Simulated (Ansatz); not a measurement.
**BH₃ (singlet): from Hartree-Fock to the top rungs, cc-pVTZ**

Aim: climb from Hartree-Fock through coupled cluster and multireference methods for BH₃ (singlet) at one geometry and basis, and see what each rung misses.

Computed with Ansatz 0.2.0, Gaussian basis. Level: cc-pVTZ, core rule «outside noble gas», up to 1 orbitals frozen.

To be run: UHF; CCSD(T) on RHF; BCCD(T) on RHF; CCSDT(Q) on RHF; CASSCF and MRCISD+Q, 6 electrons in 7 orbitals; CASSCF and NEVPT2, 6 electrons in 7 orbitals.

16 further runs of the same task are left out: 4 for a known fault of the program, 4 that didn't finish, 8 set aside as unsound or not needed.

**1. The system**

The geometry is a PBE0/def2-TZVP stationary point (not a proven minimum).

4 atoms, charge 0, spin multiplicity 1.

Atoms are counted from 1 here; the program's logs count them from 0.

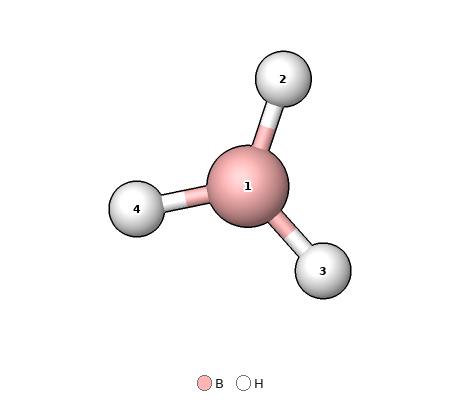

The geometry (boron pink, hydrogen white); atoms are numbered from 1 in the order of the file.

In the tables R marks a restricted determinant and U an unrestricted one; 'valence' is the active space of 6 electrons in 7 orbitals; energies count from the table's Hartree-Fock row.

**2. UHF**

The input, in.yaml:

```yaml
crystal:
  periodic: [false, false, false]
  atoms:
    - {symbol: B, position_ang: [0.000000, 0.000000, 0.000000]}
    - {symbol: H, position_ang: [1.193377, 0.014556, -0.000258]}
    - {symbol: H, position_ang: [-0.609294, 1.026213, -0.002837]}
    - {symbol: H, position_ang: [-0.584082, -1.040768, 0.003095]}
basis:
  gaussian: {orbitals: cc-pVTZ}
magnetization: {spin_polarized: true, initial_magnetization: 0}
hamiltonian: {xc: hf}
output: {orbitals: {seedname: orbitals}}
```

Started as:

```console
$ ansatz run in.yaml --threads 1 --pin off --events-out ev --progress --plain --max-ram 2393MiB
```

What it wrote:

```text
Functional definition: HF
  name "HF"
  cite "Fock, Z. Phys. 61, 126 (1930) doi:10.1007/BF01340294"
  parent pbe
  exchange = exact_x
  correlation = 0
433 factors; their error is unknown
mean field evaluation 1: about -717.9543 eV, gradient 7.0e0 eV
mean field evaluation 2: about -718.3466 eV, gradient 1.8e0 eV
mean field evaluation 4: about -718.3764 eV, gradient 1.0e-1 eV
mean field evaluation 8: about -718.3835 eV, gradient 3.3e-5 eV
mean field -718.38347262 eV, -26.4001056811 hartree, gradient 7.0e-6 eV, S^2 0.000000; 0 other end points of the search recorded, 0 dependent functions left out
reference -718.38347262 eV, -26.4001056811 hartree; 4, 4 occupied and 68, 68 virtual orbitals, 433 factors
Total energy: -718.38347262 eV, -26.4001056811 hartree
```

Wall time 0.15 s (1 thread of Arm Neoverse V2, shared host).

From the report: ⟨S²⟩ of the determinant 0.000 (pure singlet: 0.00).

The unrestricted search falls back on the restricted solution.

**3. CCSD(T) on RHF**

in.yaml: that of step 2 with these lines changed.

```diff
@@ -9,4 +9,4 @@
   gaussian: {orbitals: cc-pVTZ}
-magnetization: {spin_polarized: true, initial_magnetization: 0}
-hamiltonian: {xc: hf}
-output: {orbitals: {seedname: orbitals}}
+magnetization: {spin_polarized: false}
+correlation: {method: ccsd_t, electrons: outside_noble_gas}
+output: {forces: true}
```

Launched as before.

What it wrote, cut to the lines that bear on the results:

```text
Functional definition: HF
  name "HF"
  cite "Fock, Z. Phys. 61, 126 (1930) doi:10.1007/BF01340294"
  parent pbe
[...]
397 factors; integrals over basis functions are off by at most 1.4e-3 eV
[...]
mean field -718.38347432 eV, -26.4001057436 hartree, gradient 1.4e-6 eV, S^2 0.000000; 0 other end points of the search recorded, 0 dependent functions left out
1 core orbitals not correlated: weight in the atoms' cores, before any rotation towards them, 1.000 or more for the frozen orbitals, at most 0.000 for the correlated occupied ones
reference -718.38347432 eV, -26.4001057436 hartree; 3, 3 occupied and 68, 68 virtual orbitals, 397 factors
second order -3.08416798 eV of doubles, -0.00000000 eV of singles
cycle   1  -3.52166836 eV  change   -4.4e-1 eV  update   4.2e-2
[...]
cycle   8  -3.67561771 eV  change    4.2e-7 eV  update   2.9e-6
perturbative correction -0.06894778 eV, -0.0025337842 hartree
[...]
Total energy: -722.12803982 eV, -26.5377159873 hartree
Atom 0 at     0.000000     0.000000     0.000000 Å, force     0.000010     0.000000    -0.000000 eV/Å
Atom 1 at     1.193377     0.014556    -0.000258 Å, force    -0.059150    -0.000721     0.000013 eV/Å
Atom 2 at    -0.609294     1.026213    -0.002837 Å, force     0.030195    -0.050860     0.000141 eV/Å
Atom 3 at    -0.584082    -1.040768     0.003095 Å, force     0.028946     0.051581    -0.000153 eV/Å
Dipole moment:    -0.000000    -0.000000     0.000000 e Å
```

Run time: 1.9 s. Hardware: 1 thread of Arm Neoverse V2, shared host.

From the report: correlation -3.7446 eV; T1 0.006; largest double amplitude 0.04.

**4. BCCD(T) on RHF**

in.yaml: that of step 3 with these lines changed.

```diff
@@ -10,3 +10,2 @@
 magnetization: {spin_polarized: false}
-correlation: {method: ccsd_t, electrons: outside_noble_gas}
-output: {forces: true}
+correlation: {method: bccd_t, electrons: outside_noble_gas}
```

Launched as before.

What it wrote, cut to the lines that bear on the results:

```text
Functional definition: HF
  name "HF"
  cite "Fock, Z. Phys. 61, 126 (1930) doi:10.1007/BF01340294"
  parent pbe
[...]
397 factors; integrals over basis functions are off by at most 1.4e-3 eV
[...]
mean field -718.38347432 eV, -26.4001057436 hartree, gradient 1.4e-6 eV, S^2 0.000000; 0 other end points of the search recorded, 0 dependent functions left out
1 core orbitals not correlated: weight in the atoms' cores, before any rotation towards them, 1.000 or more for the frozen orbitals, at most 0.000 for the correlated occupied ones
reference -718.38347432 eV, -26.4001057436 hartree; 3, 3 occupied and 68, 68 virtual orbitals, 397 factors
second order -3.08416798 eV of doubles, -0.00000000 eV of singles
cycle   1  -3.52342191 eV  change   -4.4e-1 eV  update   4.2e-2
[...]
cycle   8  -3.67387621 eV  change   -8.2e-7 eV  update   2.8e-6
perturbative correction -0.07078461 eV, -0.0026012865 hartree
Total energy: -722.12813514 eV, -26.5377194905 hartree
```

Run time: 0.69 s. Hardware: 1 thread of Arm Neoverse V2, shared host.

From the report: correlation -3.7447 eV; largest double amplitude 0.04.

**5. CCSDT(Q) on RHF**

in.yaml: that of step 4 with these lines changed.

```diff
@@ -10,2 +10,2 @@
 magnetization: {spin_polarized: false}
-correlation: {method: bccd_t, electrons: outside_noble_gas}
+correlation: {method: ccsdt_q, electrons: outside_noble_gas}
```

Launched as before.

What it wrote, cut to the lines that bear on the results:

```text
Functional definition: HF
  name "HF"
  cite "Fock, Z. Phys. 61, 126 (1930) doi:10.1007/BF01340294"
  parent pbe
[...]
878 factors; integrals over basis functions are off by at most 2.3e-7 eV
[...]
mean field -718.38347591 eV, -26.4001058017 hartree, gradient 1.8e-6 eV, S^2 0.000000; 0 other end points of the search recorded, 0 dependent functions left out
1 core orbitals not correlated: weight in the atoms' cores, before any rotation towards them, 1.000 or more for the frozen orbitals, at most 0.000 for the correlated occupied ones
reference -718.38347591 eV, -26.4001058017 hartree; 3, 3 occupied and 68, 68 virtual orbitals, 878 factors
second order -3.08418692 eV of doubles, -0.00000000 eV of singles
cycle   1  -3.52164471 eV  change   -4.4e-1 eV  update   4.7e-2
[...]
cycle  11  -3.75595199 eV  change   -3.0e-7 eV  update   2.1e-7
perturbative correction -0.00114710 eV, -0.0000421551 hartree
Total energy: -722.14057500 eV, -26.5381766467 hartree
```

Run time: 14 s. Hardware: 1 thread of Arm Neoverse V2, shared host; peak memory 0.4 GiB.

From the report: correlation -3.7571 eV; T1 0.006; largest double amplitude 0.04.

**6. CASSCF and MRCISD+Q, 6 electrons in 7 orbitals**

in.yaml: that of step 5 with these lines changed.

```diff
@@ -9,3 +9,2 @@
   gaussian: {orbitals: cc-pVTZ}
-magnetization: {spin_polarized: false}
-correlation: {method: ccsdt_q, electrons: outside_noble_gas}
+correlation: {method: fic_mrcisd_q, electrons: outside_noble_gas, active_space: {window: {electrons: 6, orbitals: 7}, shells: [{species: B, l: s, shell: 2}, {species: B, l: p, shell: 2}, {species: H, l: s, shell: 1}]}}
```

Same command.

What it wrote, cut to the lines that bear on the results:

```text
Functional definition: HF
  name "HF"
  cite "Fock, Z. Phys. 61, 126 (1930) doi:10.1007/BF01340294"
  parent pbe
[...]
878 factors; integrals over basis functions are off by at most 2.3e-7 eV
[...]
mean field -718.38347591 eV, -26.4001058017 hartree, gradient 1.8e-6 eV, S^2 0.000000; 0 other end points of the search recorded, 0 dependent functions left out
reference -718.38347591 eV, -26.4001058017 hartree; 4, 4 occupied and 68, 68 virtual orbitals, 878 factors
state -719.74715309 eV, -26.4502200138 hartree
contracted CI cycle   1: correlation 0.00000000 eV, 0.0000000000 hartree, residual 1.46e1 eV
contracted CI cycle   2: correlation -2.17876105 eV, -0.0800679918 hartree, residual 3.43e0 eV
contracted CI cycle   3: correlation -2.29820519 eV, -0.0844574828 hartree, residual 8.74e-1 eV
contracted CI cycle   4: correlation -2.30610758 eV, -0.0847478905 hartree, residual 2.28e-1 eV
contracted CI cycle   5: correlation -2.30665180 eV, -0.0847678901 hartree, residual 6.26e-2 eV
contracted CI cycle   6: correlation -2.30669251 eV, -0.0847693862 hartree, residual 1.75e-2 eV
contracted CI cycle   7: correlation -2.30669567 eV, -0.0847695024 hartree, residual 5.10e-3 eV
contracted CI cycle   8: correlation -2.30669594 eV, -0.0847695122 hartree, residual 1.47e-3 eV
contracted CI cycle   9: correlation -2.30669596 eV, -0.0847695130 hartree, residual 3.88e-4 eV
state -719.74715309 eV, -26.4502200138 hartree; corrected -722.13647161 eV, -26.5380258501 hartree
Total energy: -722.13647161 eV, -26.5380258501 hartree
Checks for a lower state left out: starts, orbital_swaps
```

Wall time 2.6 s (1 thread of Arm Neoverse V2, shared host).

From the report: 321 determinants; active occupations 1.98, 1.98, 1.98, 0.02, 0.02, 0.02, 0.01.

**7. CASSCF and NEVPT2, 6 electrons in 7 orbitals**

The input, in.yaml:

```yaml
crystal:
  periodic: [false, false, false]
  atoms:
    - {symbol: B, position_ang: [0.000000, 0.000000, 0.000000]}
    - {symbol: H, position_ang: [1.193377, 0.014556, -0.000258]}
    - {symbol: H, position_ang: [-0.609294, 1.026213, -0.002837]}
    - {symbol: H, position_ang: [-0.584082, -1.040768, 0.003095]}
basis:
  gaussian: {orbitals: cc-pVTZ}
correlation: {method: sc_nevpt2, electrons: outside_noble_gas, active_space: {window: {electrons: 6, orbitals: 7}, shells: [{species: B, l: s, shell: 2}, {species: B, l: p, shell: 2}, {species: H, l: s, shell: 1}]}}
```

The command is unchanged.

What it wrote:

```text
Functional definition: HF
  name "HF"
  cite "Fock, Z. Phys. 61, 126 (1930) doi:10.1007/BF01340294"
  parent pbe
  exchange = exact_x
  correlation = 0
878 factors; integrals over basis functions are off by at most 2.3e-7 eV
mean field evaluation 1: about -717.9629 eV, gradient 9.8e0 eV
mean field evaluation 2: about -717.9621 eV, gradient 9.8e0 eV
mean field evaluation 4: about -718.3835 eV, gradient 1.4e-1 eV
mean field evaluation 8: about -718.3835 eV, gradient 2.1e-4 eV
mean field -718.38347591 eV, -26.4001058017 hartree, gradient 1.8e-6 eV, S^2 0.000000; 0 other end points of the search recorded, 0 dependent functions left out
reference -718.38347591 eV, -26.4001058017 hartree; 4, 4 occupied and 68, 68 virtual orbitals, 878 factors
state -719.74715309 eV, -26.4502200138 hartree
state -719.74715309 eV, -26.4502200138 hartree; corrected -721.50337378 eV, -26.5147599338 hartree
Total energy: -721.50337378 eV, -26.5147599338 hartree
Checks for a lower state left out: starts, orbital_swaps
```

It took 1.3 s on 1 thread of Arm Neoverse V2, shared host.

From the report: 321 determinants; active occupations 1.98, 1.98, 1.98, 0.02, 0.02, 0.02, 0.01.

**8. How many determinants matter**

Natural occupations of the CASSCF valence state about the gap (report; correlated orbitals 1 to 7): 1.983, 1.980, 1.977, 0.019, 0.016, 0.016, 0.008. The count of effectively unpaired electrons, Σ n²(2 − n)², is 0.01; a single determinant of this spin has 0.

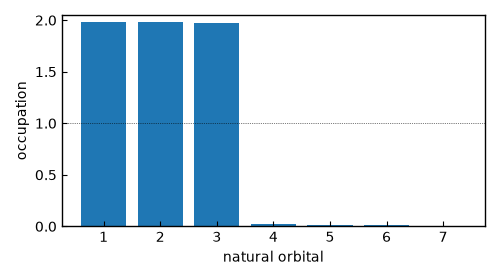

Natural occupations of the CASSCF valence state.

**9. The ladder**

The yardstick is RCCSDT(Q), where the cluster series has nearly closed. Rows without a time come out of other runs: HF, MP2 and CCSD of CCSD(T), CCSDT of CCSDT(Q), CASSCF and MRCISD of the multireference runs. The times of RCCSD(T) include forces.

| method | energy from the lowest RHF (kcal/mol) | from RCCSDT(Q) (kcal/mol) | time |
| --- | --- | --- | --- |
| RHF | 0.00 | +86.64 |  |
| RMP2 | -71.12 | +15.52 |  |
| RCCSD | -84.76 | +1.88 |  |
| RCCSD(T) | -86.35 | +0.29 | 1.9 s |
| BCCD(T) | -86.35 | +0.29 | 0.69 s |
| RCCSDT | -86.61 | +0.03 |  |
| RCCSDT(Q) | -86.64 | 0 | 14 s |
| CASSCF valence | -31.45 | +55.19 |  |
| NEVPT2 valence | -71.95 | +14.69 | 1.3 s |
| MRCISD valence | -84.64 | +2.00 |  |
| MRCISD+Q valence | -86.55 | +0.09 | 2.6 s |

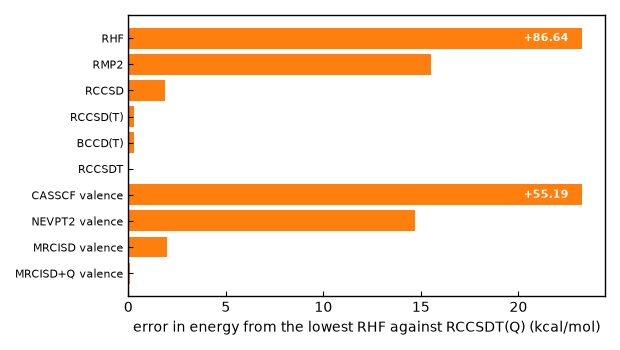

Error of each method against RCCSDT(Q). Bars with a number in them are cut short.

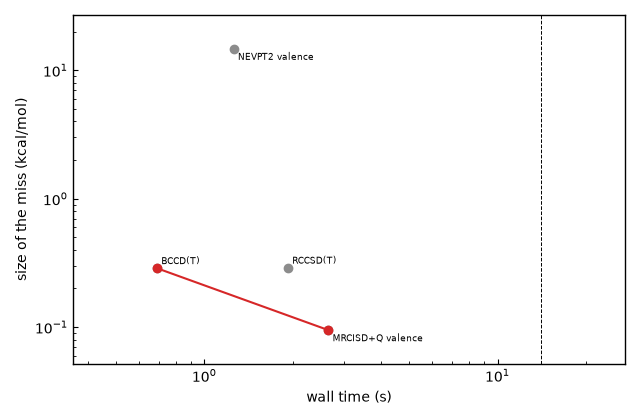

Miss against cost. Red marks the levels that no quicker level drawn beats (of those quicker than the yardstick), and the dashed line is the time of RCCSDT(Q). Times are from a shared host.

With the free atoms at the same levels and basis (separate runs), the atomisation energy is 11.979 eV at RCCSDT(Q), 11.978 eV at RCCSD(T), 10.030 eV at RHF.

**10. What came out**

| quantity | value |
| --- | --- |
| RCCSDT(Q) below the RHF energy | -3.7571 eV |
| RMP2 from RCCSDT(Q) | +15.52 kcal/mol |
| RCCSD from RCCSDT(Q) | +1.88 kcal/mol |
| RCCSD(T) from RCCSDT(Q) | +0.29 kcal/mol |
| NEVPT2 valence from RCCSDT(Q) | +14.69 kcal/mol |
| MRCISD+Q valence from RCCSDT(Q) | +0.09 kcal/mol |
| levels within 1 kcal/mol (43 meV) | RCCSD(T), BCCD(T), RCCSDT, MRCISD+Q valence |
| T1 diagnostic | 0.006 |
| effectively unpaired electrons | 0.01 |

What this shows: RCCSD(T) misses by +0.29 kcal/mol, 0.3 % of the correlation energy. One determinant dominates. Of the multireference levels listed MRCISD+Q valence comes nearest in total energy (+0.09 kcal/mol), which doesn't show that its space is the better one. These misses are within one basis, not against nature.

For cost: MRCISD+Q valence gets within 0.09 kcal/mol in 2.6 s, where RCCSDT(Q) took 14 s; the quickest level in the cost chart, BCCD(T), takes 0.69 s and misses by 0.29 kcal/mol.
